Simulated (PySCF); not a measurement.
NMR shielding calculation of C5H8BNO3

- system: C5H8BNO3
- method: GIAO wB97X-D/pcSseg-1 NMR shielding, non-relativistic, gas phase (PySCF 2.14.0)

The geometry comes from this level: PBE0-D3(BJ)/def2-SVP. It belongs to a series of runs on one base structure; here: H on C replaced by CONMe2. Figures and captions count atoms from 1; the log counts them from 0 in places.

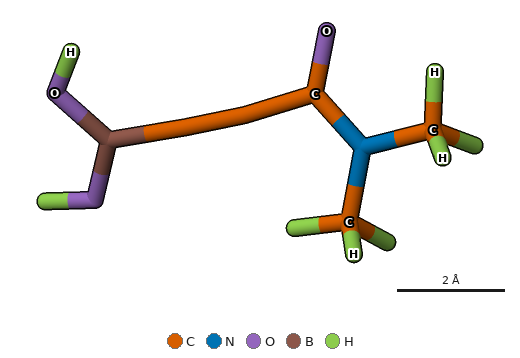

**Figure 1.** The structure as given in the input (stick view, seen at a tilt). Bond lengths as drawn: B–C 1.54 Å, B–O 1.35 to 1.36 Å, C–C 1.22 to 1.46 Å, C–H 1.10 Å, C–N 1.36 to 1.44 Å, C–O 1.22 Å and H–O 0.96 Å.

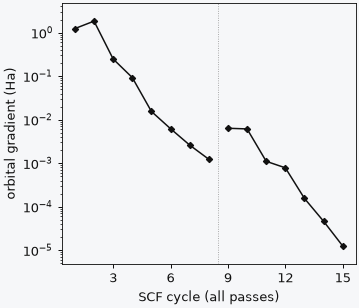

**Figure 2.** Convergence of the self-consistent field: orbital gradient against the SCF cycle. The dotted line marks the change from a coarse to the final integration grid. The first 8 cycles use a coarse grid, the final grid takes over at cycle 9, and the field converges after 15 cycles in all.

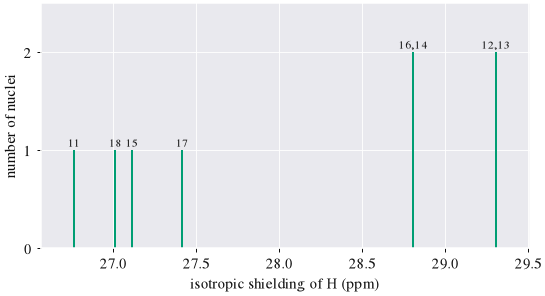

**Figure 3.** Isotropic shieldings of the hydrogen nuclei in this fixed geometry, labelled by atom number; shielding grows to the right, so chemical shift grows to the left. The least shielded is H11 (26.8 ppm), the most shielded H13 (29.3 ppm).

The input and output of the run follow.

Input file
```
{"job": {"kind": "nmr", "xc": "wB97X-D", "basis": "pcSseg-1", "pop": false}, "charge": 0, "multiplicity": 1}
C     -3.032720    -0.751882     0.043988
N     -1.682833    -0.256244    -0.040522
C     -1.488792     1.002795    -0.710131
C     -0.679045    -1.000655     0.507564
O     -0.851494    -2.066503     1.070386
C      0.667873    -0.444212     0.388061
C      1.826117    -0.069628     0.336538
B      3.305735     0.373736     0.320865
O      3.721595     1.258431    -0.614153
O      4.194315    -0.105994     1.232089
H     -3.018631    -1.711342     0.574301
H     -3.676487    -0.042036     0.591071
H     -3.458232    -0.897318    -0.963411
H     -2.040242     1.809159    -0.196514
H     -0.423540     1.263857    -0.725759
H     -1.850797     0.951359    -1.751338
H      4.663504     1.444499    -0.523168
H      3.802350    -0.740814     1.839706
```

The first line tells a small driver script what to run in PySCF; the rest is the geometry in Å.

Launch command:
```bash
OMP_NUM_THREADS=1 python <driver script> task.json out
```

Output
```
coarse grid: 15800 points
cycle   1  E = -500.0893967285  dE =  1.903e+00  |g| = 1.242e+00  |ddm| = 4.085e+00
cycle   2  E = -499.7830647179  dE =  3.063e-01  |g| = 1.841e+00  |ddm| = 3.160e+00
cycle   3  E = -500.3768157526  dE = -5.938e-01  |g| = 2.484e-01  |ddm| = 2.187e+00
cycle   4  E = -500.3870329629  dE = -1.022e-02  |g| = 9.287e-02  |ddm| = 2.494e-01
cycle   5  E = -500.3885307386  dE = -1.498e-03  |g| = 1.547e-02  |ddm| = 7.182e-02
cycle   6  E = -500.3885982074  dE = -6.747e-05  |g| = 6.207e-03  |ddm| = 2.129e-02
cycle   7  E = -500.3886092981  dE = -1.109e-05  |g| = 2.611e-03  |ddm| = 8.783e-03
cycle   8  E = -500.3886114220  dE = -2.124e-06  |g| = 1.232e-03  |ddm| = 4.605e-03
final grid: 154840 points
cycle   9  E = -500.4739380524  dE = -2.142e-04  |g| = 6.361e-03  |ddm| = 6.420e-02
cycle  10  E = -500.4739406503  dE = -2.598e-06  |g| = 6.139e-03  |ddm| = 1.060e-02
cycle  11  E = -500.4739476594  dE = -7.009e-06  |g| = 1.106e-03  |ddm| = 4.285e-03
cycle  12  E = -500.4739478571  dE = -1.977e-07  |g| = 7.841e-04  |ddm| = 1.445e-03
cycle  13  E = -500.4739479886  dE = -1.315e-07  |g| = 1.551e-04  |ddm| = 9.419e-04
cycle  14  E = -500.4739479947  dE = -6.045e-09  |g| = 4.633e-05  |ddm| = 1.848e-04
cycle  15  E = -500.4739479955  dE = -8.673e-10  |g| = 1.252e-05  |ddm| = 9.731e-05
converged SCF energy = -500.4739479955

GIAO shielding tensors (ppm)
atom      isotropic    diamagn.    paramagn.     s11        s22        s33       span
  0 C      152.709     241.600     -88.892    125.073    149.819    183.234     58.162
  1 N      139.760     334.788    -195.028     16.129    174.598    228.554    212.425
  2 C      146.789     248.618    -101.829    128.870    129.302    182.194     53.323
  3 C       28.150     249.060    -220.910    -64.326     70.802     77.974    142.301
  4 O      -95.172     403.202    -498.374   -400.567   -211.239    326.292    726.859
  5 C       89.209     263.885    -174.677     -9.340      3.958    273.008    282.348
  6 C       91.865     263.620    -171.755     12.159     21.978    241.457    229.298
  7 B       80.595     196.830    -116.235     61.748     83.914     96.123     34.376
  8 O      216.337     386.396    -170.059    109.847    259.496    279.667    169.820
  9 O      200.903     385.288    -184.385     79.043    260.064    263.601    184.558
 10 H       26.765      28.833      -2.069     21.602     27.343     31.349      9.747
 11 H       29.304      27.325       1.979     24.546     27.181     36.186     11.641
 12 H       29.305      27.430       1.875     24.526     27.205     36.184     11.657
 13 H       28.809      30.926      -2.117     25.016     26.384     35.028     10.011
 14 H       27.113      32.212      -5.100     21.625     27.922     31.790     10.164
 15 H       28.801      30.982      -2.181     24.979     26.387     35.039     10.060
 16 H       27.415      26.653       0.763     21.549     23.630     37.068     15.520
 17 H       27.013      32.968      -5.956     21.012     25.029     34.997     13.985
```

Summary

```csv
quantity,value
outcome,converged
total energy,−500.473948 hartree
HOMO,−9.07 eV
LUMO,0.30 eV
dipole moment,2.63 D
"isotropic shielding, C",28.1 to 152.7 ppm
"isotropic shielding, N",139.8 ppm
"isotropic shielding, O",−95.2 to 216.3 ppm
"isotropic shielding, B",80.6 ppm
"isotropic shielding, H",26.8 to 29.3 ppm
hardware,"1 CPU thread, shared host"
wall time,35 s
peak memory,1 GiB
```
